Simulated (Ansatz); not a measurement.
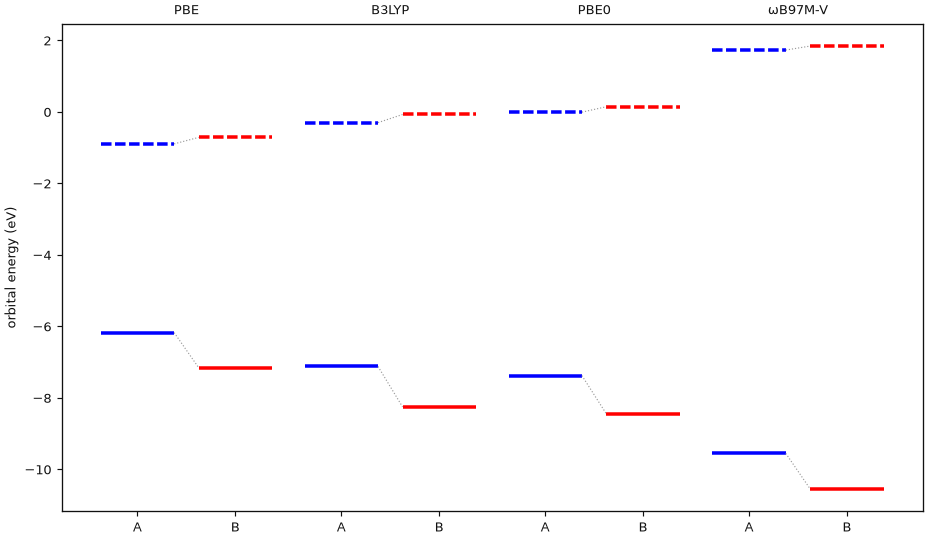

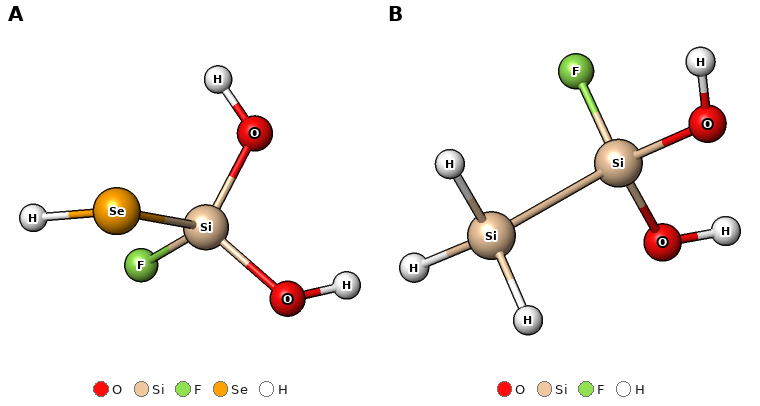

One change: A, SiH₃SeO₂F (SMILES O[Si](O)(F)[SeH]), becomes B, Si₂H₅O₂F (SMILES O[Si](O)(F)[SiH3]). SeH on Si is replaced by SiH₃. HOMO (solid) and LUMO (dashed) computed in def2-TZVPP at PBE0-D4/def2-TZVP geometries, both minima by their frequencies, gas phase, the Ansatz code 0.2.0. Empty levels above zero depend strongly on the basis.

> What does the change do to HOMO and LUMO?

PBE: the HOMO falls by 0.98 eV, the LUMO rises by 0.18 eV, and the separation goes from 5.28 to 6.44 eV. B3LYP: the HOMO falls by 1.13 eV, the LUMO rises by 0.23 eV, and the separation goes from 6.82 to 8.18 eV. PBE0: the HOMO falls by 1.07 eV, the LUMO rises by 0.15 eV, and the separation goes from 7.37 to 8.59 eV. ωB97M-V: the HOMO falls by 1.00 eV, the LUMO rises by 0.11 eV, and the separation goes from 11.28 to 12.39 eV.

> Do the functionals agree on the effect?

They agree on the direction for both levels; the HOMO shift lies between −1.13 and −0.98 eV and the LUMO shift between 0.11 and 0.23 eV, while the separations themselves differ by up to 6.0 eV between functionals.
